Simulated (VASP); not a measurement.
# Fe: structure and properties in VASP, part 3 of 6

What structure does Fe take at this level, and what are its properties? Left out of this account: 1 further run (core levels: core levels are not valid at this level). The start is a cell from a database of measured crystal structures.

VASP 6.6.1, plane waves and PAW; the level of theory is named at each step.

Still holding for the runs below: The magnetic order is the lowest of the few collinear ones tried above; longer or canted patterns were not tried. The k-mesh is coarse for a metal.

So far, largest spin moment in the PAW sphere (μB): step 2 (magnetic order: ferromagnetic) 2.69; step 3 (magnetic order: antiferromagnetic, q = (0, 0, 1/2)) 2.67; step 4 (magnetic order: antiferromagnetic, q = (1/2, 1/2, 1/2)) 2.72; step 6 (full relaxation (r2SCAN)) 2.68.

The database entry behind the starting cell differs from later determinations by our own check (an axis about 0.7 % long against later determinations), so it need not match the best structure at ambient conditions.

## (7) Second relaxation

Level of this step: r2SCAN, spin-polarised from a ferromagnetic start (one magnetic atom a cell); plane waves and PAW (Fe) (VASP).

The basis stayed that of the start cell while the cell moved. A rerun from the cell reached resets it; the error of the finite cutoff stays.

INCAR reads:

```
SYSTEM = Fe
PREC = Accurate
ENCUT = 400
EDIFF = 1E-06
NELM = 100
ISMEAR = 1
SIGMA = 0.2
LREAL = .FALSE.
ALGO = Normal
METAGGA = R2SCAN
LASPH = .TRUE.
NBANDS = 12
ISPIN = 2
MAGMOM = 2.69
LMAXMIX = 4
LORBIT = 11
LWAVE = .FALSE.
LCHARG = .FALSE.
KPAR = 4
IBRION = 2
NSW = 60
ISIF = 3
EDIFFG = -0.01
```

POSCAR reads:

```
Fe
1.0
   -1.4284040398      1.4284040398      1.4284040398
    1.4284040398     -1.4284040398      1.4284040398
    1.4284040398      1.4284040398     -1.4284040398
Fe
1
Direct
    0.0000000000      0.0000000000      0.0000000000
```

KPOINTS reads:

```
Automatic mesh
0
Gamma
11 11 11
0 0 0
```

PAW data sets: Fe (PBE family, release 64).

On the command line:

```bash
$ mpirun -np 4 vasp_std
```

What it wrote:

```text
[... set-up lines as in an earlier step ...]
 entering main loop
       N       E                     dE             d eps       ncg     rms          rms(c)
DAV:   1     0.128579902762E+02    0.12858E+02   -0.34413E+03  2900   0.687E+02
DAV:   2    -0.149867541822E+02   -0.27845E+02   -0.25201E+02  2828   0.123E+02
DAV:   3    -0.157337152788E+02   -0.74696E+00   -0.74442E+00  3076   0.241E+01
DAV:   4    -0.157366840171E+02   -0.29687E-02   -0.29685E-02  3016   0.137E+00
DAV:   5    -0.157367047794E+02   -0.20762E-04   -0.20762E-04  3100   0.120E-01    0.118E+01
DAV:   6    -0.143590083988E+02    0.13777E+01   -0.15068E+01  3196   0.519E+01    0.754E+00
DAV:   7    -0.143387346710E+02    0.20274E-01   -0.14019E+00  3224   0.134E+01    0.467E+00
DAV:   8    -0.143697450199E+02   -0.31010E-01   -0.82716E-02  3356   0.207E+00    0.238E+00
DAV:   9    -0.143575201921E+02    0.12225E-01   -0.77734E-02  3084   0.203E+00    0.706E-01
DAV:  10    -0.143609904164E+02   -0.34702E-02   -0.44001E-02  3004   0.171E+00    0.247E-01
DAV:  11    -0.143629564163E+02   -0.19660E-02   -0.25116E-03  2840   0.476E-01    0.770E-02
DAV:  12    -0.143628999274E+02    0.56489E-04   -0.41985E-05  3244   0.668E-02    0.435E-02
DAV:  13    -0.143629434607E+02   -0.43533E-04   -0.66276E-05  3196   0.636E-02    0.117E-02
DAV:  14    -0.143629329512E+02    0.10509E-04   -0.14388E-06  2132   0.122E-02    0.250E-03
DAV:  15    -0.143629299765E+02    0.29747E-05   -0.18606E-07  1432   0.485E-03    0.804E-04
DAV:  16    -0.143629289966E+02    0.97995E-06   -0.13579E-08  1408   0.111E-03
   1 F= -.14362929E+02 E0= -.14363093E+02  d E =-.143629E+02  mag=     2.6079
 curvature:   0.00 expect dE= 0.000E+00 dE for cont linesearch  0.000E+00
 trial: gam= 0.00000 g(F)=  0.498E-63 g(S)=  0.101E-05 ort = 0.000E+00 (trialstep = 0.100E+01)
 search vector abs. value=  0.101E-05
 reached required accuracy - stopping structural energy minimisation
```

It took 7.4 s on 4 MPI ranks of Intel Xeon 6975P-C (Granite Rapids), shared host; peak memory 0.48 GiB.

From OUTCAR (step 7):

```text
   ENCUT  =  400.0 eV  29.40 Ry    5.42 a.u.   4.03  4.03  4.03*2*pi/ulx,y,z

   NELECT =       8.0000    total number of electrons

 E-fermi :   5.5486

 spin component 1
 k-point     1 :       0.0000    0.0000    0.0000
  band No.  band energies     occupation
    ...
      2       2.5188      1.00000
      3       2.5192      1.00000
      4       2.5192      1.00000
      5       3.7332      1.00000
      6       3.7332      1.00000
      7      31.3221      0.00000
      8      31.3223      0.00000
      9      31.3223      0.00000
     10      36.2220      0.00000
     11      36.2220      0.00000
    ...

 k-point     2 :       0.0909    0.0000    0.0000
  band No.  band energies     occupation
    ...
      2       2.4343      1.00000
      3       2.5147      1.00000
      4       2.6947      1.00000
      5       3.6544      1.00000
      6       3.7400      1.00000
      7      29.0419      0.00000
      8      30.7035      0.00000
      9      30.9644      0.00000
     10      34.9621      0.00000
     11      35.3220      0.00000
    ...

  Total       -0.0026358     -0.0026358     -0.0026358      0.0000000     -0.0000000      0.0000000
  in kB       -0.3622576     -0.3622576     -0.3622576      0.0000000     -0.0000000      0.0000000
  external PRESSURE =      -0.3622576 kB  Pullay stress =       0.0000000 kB

 POSITION                                       TOTAL-FORCE (eV/Angst)
 -----------------------------------------------------------------------------------
      0.00000      0.00000      0.00000         0.000000     -0.000000     -0.000000
 -----------------------------------------------------------------------------------
    total drift:                                0.000000      0.000000     -0.000000

  FREE ENERGIE OF THE ION-ELECTRON SYSTEM (eV)
  ---------------------------------------------------
  free  energy   TOTEN  =       -14.3629289966 eV

  energy  without entropy=      -14.3634208957  energy(sigma->0) =      -14.36309296

[... 7 parts as in an earlier step ...]

[... 16 further parts left out ...]
```

CONTCAR:

```
Fe
   1.00000000000000
    -1.4284040398000000    1.4284040398000000    1.4284040398000000
     1.4284040398000000   -1.4284040398000000    1.4284040398000000
     1.4284040398000000    1.4284040398000000   -1.4284040398000000
  Fe
     1
Direct
     0.0000000000000000    0.0000000000000000    0.0000000000000000
```

Little changed from the start: no atom moved by 0.005 Å and no cell edge by 0.1 %.

This step gave:

```
Fermi energy                    : 5.549 eV
pressure                        : -0.03623 GPa
SCF cycles over all ionic steps : 16
```

It ends with forces that vanish by symmetry and a pressure of -0.04 GPa. The volume moved by under 0.01 %: the run met its threshold at the first step.

## (8) Single point with fields (r2SCAN)

The relaxed cell gets a fresh self-consistent run, on a basis set for its own volume, to fix the density and to check the remaining stress.

Changes to INCAR since step 7:

```diff
@@ -17,7 +17,5 @@
 LWAVE = .FALSE.
-LCHARG = .FALSE.
-KPAR = 4
-IBRION = 2
-NSW = 60
-ISIF = 3
-EDIFFG = -0.01
+LCHARG = .TRUE.
+ISIF = 2
+LELF = .TRUE.
+LVHAR = .TRUE.
```

POSCAR is that of step 7.

KPOINTS is that of step 7.

On the command line:

```bash
$ mpirun -np 4 vasp_std
```

What it wrote:

```text
[banner, memory and clock lines left out]
running    4 mpi-ranks, on    1 nodes
 distrk:  each k-point on    4 cores,    1 groups
 distr:  one band on    1 cores,    4 groups

 POSCAR found type information on POSCAR Fe
 POSCAR found :  1 types and       1 ions
 [... a notice as in an earlier step ...]

 LDA part: xc-table for (None), standard interpolation
 POSCAR, INCAR and KPOINTS ok, starting setup
 FFT: planning ... GRIDC
 FFT: planning ... GRID_SOFT
 FFT: planning ... GRID
 WAVECAR not read
 entering main loop
       N       E                     dE             d eps       ncg     rms          rms(c)
DAV:   1     0.128579902772E+02    0.12858E+02   -0.34413E+03  2900   0.687E+02
[... 1 cycle as in an earlier step ...]
DAV:   3    -0.157337152787E+02   -0.74696E+00   -0.74442E+00  3076   0.241E+01
DAV:   4    -0.157366840167E+02   -0.29687E-02   -0.29685E-02  3016   0.137E+00
DAV:   5    -0.157367047793E+02   -0.20763E-04   -0.20762E-04  3100   0.120E-01    0.118E+01
DAV:   6    -0.143590083987E+02    0.13777E+01   -0.15068E+01  3196   0.519E+01    0.754E+00
DAV:   7    -0.143387346711E+02    0.20274E-01   -0.14019E+00  3224   0.134E+01    0.467E+00
DAV:   8    -0.143697450196E+02   -0.31010E-01   -0.82716E-02  3356   0.207E+00    0.238E+00
DAV:   9    -0.143575201923E+02    0.12225E-01   -0.77734E-02  3084   0.203E+00    0.706E-01
DAV:  10    -0.143609904156E+02   -0.34702E-02   -0.44001E-02  3004   0.171E+00    0.247E-01
DAV:  11    -0.143629564156E+02   -0.19660E-02   -0.25116E-03  2840   0.476E-01    0.770E-02
DAV:  12    -0.143628999268E+02    0.56489E-04   -0.41985E-05  3244   0.668E-02    0.435E-02
DAV:  13    -0.143629434603E+02   -0.43534E-04   -0.66276E-05  3196   0.636E-02    0.117E-02
[... 1 cycle as in an earlier step ...]
DAV:  15    -0.143629299765E+02    0.29748E-05   -0.18606E-07  1432   0.485E-03    0.804E-04
DAV:  16    -0.143629289965E+02    0.97997E-06   -0.13579E-08  1404   0.111E-03
   1 F= -.14362929E+02 E0= -.14363093E+02  d E =0.491899E-03  mag=     2.6079
```

Elapsed: 8.8 s, on 4 MPI ranks; peak memory 0.4 GiB; 29 s of CPU time.

From OUTCAR (step 8):

```text
   NELECT =       8.0000    total number of electrons

 E-fermi :   5.5486

  Total       -0.0026358     -0.0026358     -0.0026358     -0.0000000      0.0000000     -0.0000000
  in kB       -0.3622560     -0.3622560     -0.3622560     -0.0000000      0.0000000     -0.0000000
  external PRESSURE =      -0.3622560 kB  Pullay stress =       0.0000000 kB

 POSITION                                       TOTAL-FORCE (eV/Angst)
 -----------------------------------------------------------------------------------
      0.00000      0.00000      0.00000        -0.000000     -0.000000     -0.000000
 -----------------------------------------------------------------------------------
    total drift:                                0.000000      0.000000     -0.000000

  FREE ENERGIE OF THE ION-ELECTRON SYSTEM (eV)
  ---------------------------------------------------
  free  energy   TOTEN  =       -14.3629289965 eV

  energy  without entropy=      -14.3634208956  energy(sigma->0) =      -14.36309296

[... 23 parts as in an earlier step ...]

[... 2 further parts left out ...]
```

With spin, VASP writes an ELF for each channel.

This step gave:

| Property | Result |
| --- | --- |
| SCF cycles | 16 |

Valence electrons inside each PAW sphere by angular momentum. Sphere charges, by row:

```csv
atom,s (e),p (e),d (e),tot (e)
Fe1,0.481,0.555,6.182,7.218
```

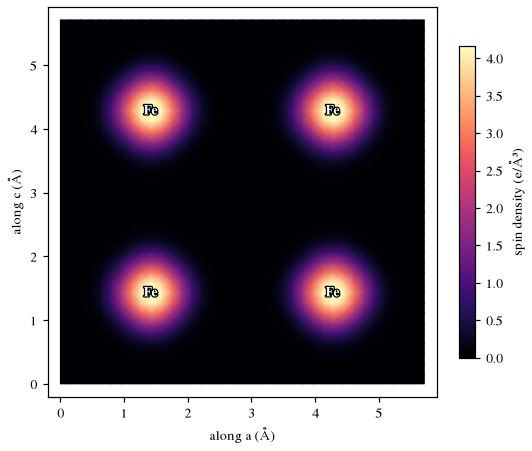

Spin density in the ac plane of the conventional cell at fractional y = 0.000, with atoms of Fe within 0.2 Å of it. The map starts off the cell's origin, so that atoms lie inside it.

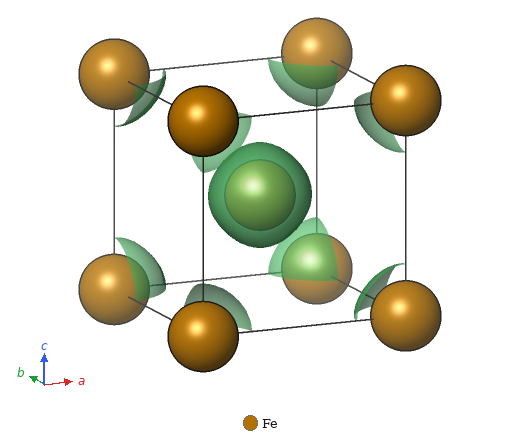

Surface of spin density = 0.71 e/Å³, which holds about 70 % of the integral of its size.

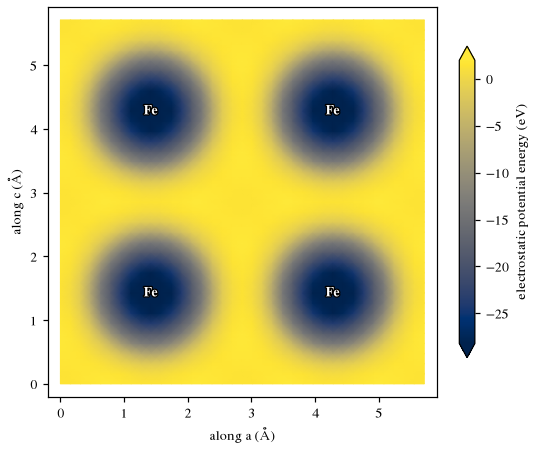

Electrostatic potential energy in the ac plane of the conventional cell at fractional y = 0.000, with atoms of Fe within 0.2 Å of it. With pseudopotentials it is smooth inside the atoms' cores, unlike the true potential. The map starts off the cell's origin, so that atoms lie inside it.

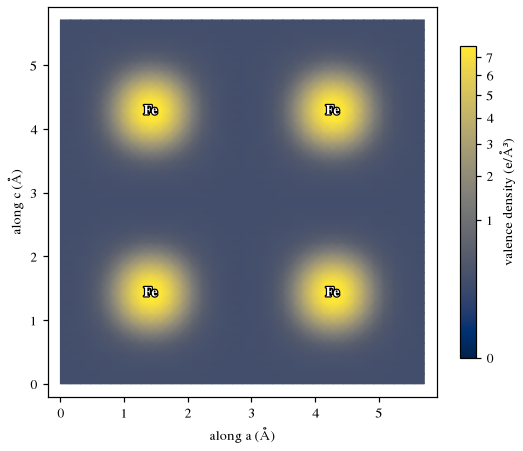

Valence density in the ac plane of the conventional cell at fractional y = 0.000, with atoms of Fe within 0.2 Å of it. It is the smooth field of the valence electrons, not physical close to the nuclei. The map starts off the cell's origin, so that atoms lie inside it. The colour scale is stretched toward low values.

In this run the pressure is -0.04 GPa, small enough to go on.

## (9) Bands along the symmetry lines (r2SCAN)

Levels along the symmetry lines show where the bands peak and cross; KPOINTS_OPT computes them in the converged potential.

INCAR reads:

```
SYSTEM = Fe
PREC = Accurate
ENCUT = 400
EDIFF = 1E-06
NELM = 100
ISMEAR = 1
SIGMA = 0.2
LREAL = .FALSE.
ALGO = Normal
METAGGA = R2SCAN
LASPH = .TRUE.
NBANDS = 17
ISPIN = 2
MAGMOM = 2.677
LMAXMIX = 4
LORBIT = 11
LWAVE = .FALSE.
LCHARG = .FALSE.
KPAR = 4
```

POSCAR is that of step 8.

KPOINTS is that of step 8.

KPOINTS_OPT reads:

```
Line mode
16
Line-mode
Reciprocal
  0.00000000   0.00000000   0.00000000 GAMMA
  0.50000000  -0.50000000   0.50000000 H

  0.50000000  -0.50000000   0.50000000 H
  0.00000000   0.00000000   0.50000000 N

  0.00000000   0.00000000   0.50000000 N
  0.00000000   0.00000000   0.00000000 GAMMA

  0.00000000   0.00000000   0.00000000 GAMMA
  0.25000000   0.25000000   0.25000000 P

  0.25000000   0.25000000   0.25000000 P
  0.50000000  -0.50000000   0.50000000 H

  0.25000000   0.25000000   0.25000000 P
  0.00000000   0.00000000   0.50000000 N
```

On the command line:

```bash
$ mpirun -np 4 vasp_std
```

What it wrote:

```text
[... set-up lines as in an earlier step ...]
 entering main loop
       N       E                     dE             d eps       ncg     rms          rms(c)
DAV:   1     0.136532687295E+02    0.13653E+02   -0.30646E+03  4304   0.481E+02
DAV:   2    -0.148044275648E+02   -0.28458E+02   -0.26032E+02  4240   0.106E+02
DAV:   3    -0.157449391351E+02   -0.94051E+00   -0.93072E+00  4596   0.201E+01
DAV:   4    -0.157481344363E+02   -0.31953E-02   -0.31944E-02  4636   0.106E+00
DAV:   5    -0.157481451116E+02   -0.10675E-04   -0.10675E-04  4735   0.634E-02    0.118E+01
DAV:   6    -0.143591955943E+02    0.13889E+01   -0.13392E+01  5478   0.367E+01    0.755E+00
DAV:   7    -0.143379276838E+02    0.21268E-01   -0.13352E+00  4527   0.946E+00    0.468E+00
DAV:   8    -0.143695450976E+02   -0.31617E-01   -0.79486E-02  5272   0.150E+00    0.238E+00
DAV:   9    -0.143573836603E+02    0.12161E-01   -0.76742E-02  4820   0.145E+00    0.718E-01
DAV:  10    -0.143608508239E+02   -0.34672E-02   -0.44042E-02  4425   0.124E+00    0.259E-01
DAV:  11    -0.143629590844E+02   -0.21083E-02   -0.26010E-03  4368   0.348E-01    0.763E-02
DAV:  12    -0.143628986159E+02    0.60468E-04   -0.37862E-05  5082   0.472E-02    0.437E-02
DAV:  13    -0.143629419977E+02   -0.43382E-04   -0.66377E-05  4851   0.465E-02    0.113E-02
DAV:  14    -0.143629331890E+02    0.88087E-05   -0.13377E-06  3707   0.819E-03    0.254E-03
DAV:  15    -0.143629300563E+02    0.31327E-05   -0.16103E-07  2342   0.315E-03    0.866E-04
DAV:  16    -0.143629289445E+02    0.11117E-05   -0.13180E-08  2156   0.844E-04    0.252E-04
DAV:  17    -0.143629285392E+02    0.40531E-06   -0.34680E-09  2157   0.376E-04
   1 F= -.14362929E+02 E0= -.14363092E+02  d E =0.491836E-03  mag=     2.6078
 Start KPOINTS_OPT (optional k-point list driver)
k-point batch [1-56\96]
       N       E                     dE             ncg
DAV:   1     0.312022003079E+04   -0.11607E+05     4185
DAV:   2     0.152075409963E+04   -0.15995E+04     4183
DAV:   3     0.145826829098E+04   -0.62486E+02     4494
DAV:   4     0.145802087022E+04   -0.24742E+00     4605
DAV:   5     0.145802007841E+04   -0.79181E-03     4603
DAV:   6     0.145802007473E+04   -0.36801E-05     4400
DAV:   7     0.145802007469E+04   -0.41844E-07     3815
k-point batch [57-96\96]
       N       E                     dE             ncg
DAV:   1     0.369733806512E+04   -0.13319E+05     2960
DAV:   2     0.242216014662E+04   -0.12752E+04     2998
DAV:   3     0.238201333236E+04   -0.40147E+02     3450
DAV:   4     0.238186718976E+04   -0.14614E+00     3450
DAV:   5     0.238186665397E+04   -0.53580E-03     3592
DAV:   6     0.238186665109E+04   -0.28779E-05     3258
DAV:   7     0.238186665104E+04   -0.46943E-07     3004
```

Wall time 14 s (4 MPI ranks); peak memory 0.51 GiB; 48 s of CPU time.

OUTCAR, selected parts (step 9):

```text
   k-points           NKPTS =     56   k-points in BZ     NKDIM =     56   number of bands    NBANDS=     17

   NELECT =       8.0000    total number of electrons

 E-fermi :   5.5486

 spin component 1
 k-point     1 :       0.0000    0.0000    0.0000
  band No.  band energies     occupation
    ...
      2       2.5189      1.00000
      3       2.5192      1.00000
      4       2.5192      1.00000
      5       3.7332      1.00000
      6       3.7332      1.00000
      7      31.3221      0.00000
      8      31.3223      0.00000
      9      31.3223      0.00000
     10      36.2220      0.00000
     11      36.2220      0.00000
    ...

 k-point     2 :       0.0909    0.0000    0.0000
  band No.  band energies     occupation
    ...
      2       2.4344      1.00000
      3       2.5148      1.00000
      4       2.6948      1.00000
      5       3.6545      1.00000
      6       3.7400      1.00000
      7      29.0419      0.00000
      8      30.7034      0.00000
      9      30.9643      0.00000
     10      34.9621      0.00000
     11      35.3220      0.00000
    ...

  Total       -0.0034856     -0.0034856     -0.0034856     -0.0000000     -0.0000000      0.0000000
  in kB       -0.4790429     -0.4790429     -0.4790429     -0.0000000     -0.0000000      0.0000000
  external PRESSURE =      -0.4790429 kB  Pullay stress =       0.0000000 kB

 POSITION                                       TOTAL-FORCE (eV/Angst)
 -----------------------------------------------------------------------------------
      0.00000      0.00000      0.00000         0.000000      0.000000      0.000000
 -----------------------------------------------------------------------------------
    total drift:                                0.000000      0.000000     -0.000000

  FREE ENERGIE OF THE ION-ELECTRON SYSTEM (eV)
  ---------------------------------------------------
  free  energy   TOTEN  =       -14.3629285392 eV

  energy  without entropy=      -14.3634203749  energy(sigma->0) =      -14.36309248

[... 10 parts as in an earlier step ...]

[... 12 further parts left out ...]
```

This step gave:

* SCF cycles: 17
* bands: 17
* pressure: -0.04790 GPa

Spin up. Electronic bands along the path, in eV, zero at the Fermi level; # counts the bands kept:

```csv
point,#2,#3,#4,#5,#6,#7
Γ,-3.03,-3.03,-3.03,-1.82,-1.82,25.77
H,-5.31,-0.72,-0.72,-0.72,10.06,10.06
N,-4.04,-1.77,-1.65,-0.46,0.60,7.01
Γ,-3.03,-3.03,-3.03,-1.82,-1.82,25.77
P,-3.78,-3.78,-1.62,-1.62,8.53,8.53
H,-5.31,-0.72,-0.72,-0.72,10.06,10.06
jump to P,-3.78,-3.78,-1.62,-1.62,8.53,8.53
N,-4.04,-1.77,-1.65,-0.46,0.60,7.01
```

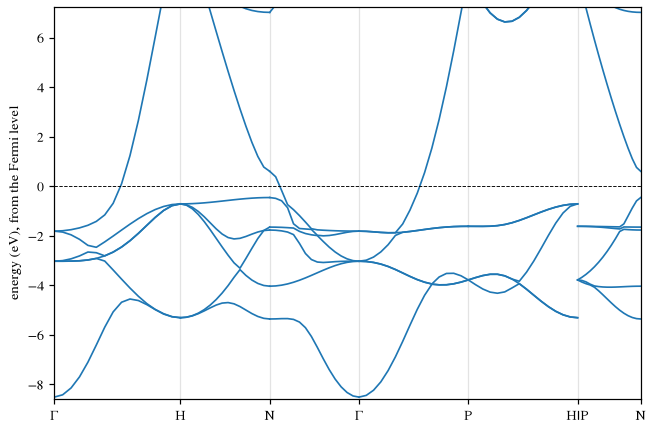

Electronic bands along the path.

Spin down. Electronic bands along the path, in eV, zero at the Fermi level; # counts the bands kept:

| point | #1 | #2 | #3 | #4 | #5 | #6 |
| --- | --- | --- | --- | --- | --- | --- |
| Γ | -9.16 | 0.34 | 0.34 | 0.34 | 2.58 | 2.58 |
| H | -2.71 | -2.71 | 3.11 | 3.11 | 3.11 | 10.38 |
| N | -3.55 | -1.09 | 0.01 | 2.41 | 2.87 | 3.43 |
| Γ | -9.16 | 0.34 | 0.34 | 0.34 | 2.58 | 2.58 |
| P | -1.61 | -1.61 | -1.61 | 2.93 | 2.93 | 9.75 |
| H | -2.71 | -2.71 | 3.11 | 3.11 | 3.11 | 10.38 |
| jump to P | -1.61 | -1.61 | -1.61 | 2.93 | 2.93 | 9.75 |
| N | -3.55 | -1.09 | 0.01 | 2.41 | 2.87 | 3.43 |

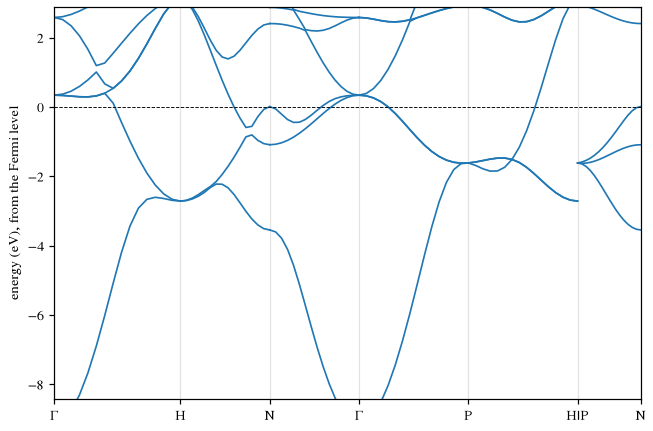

Electronic bands along the path.

There is no gap at this level.

Spin up: of the bands kept, 1 crosses the Fermi level on this path. Spin down: of the bands kept, 2 cross the Fermi level on this path.

(Part 3 of 6 ends here.)

[Lines on the potential files, build, host, timing and source positions are cut from VASP's logs without a mark.]

[Logs are printed without paths, hosts, clocks, repeated set-up lines and the standing remarks that a program may print on its own settings, such as how far it seeks lower states.]

[Hosts, paths, dates, database ids (printed as entryN), source tags and the programs' standing remarks are cut or masked in the printed files.]

[Measured values are set beside computed ones only where the two were judged alike; some that the calculation misses by far are left out.]
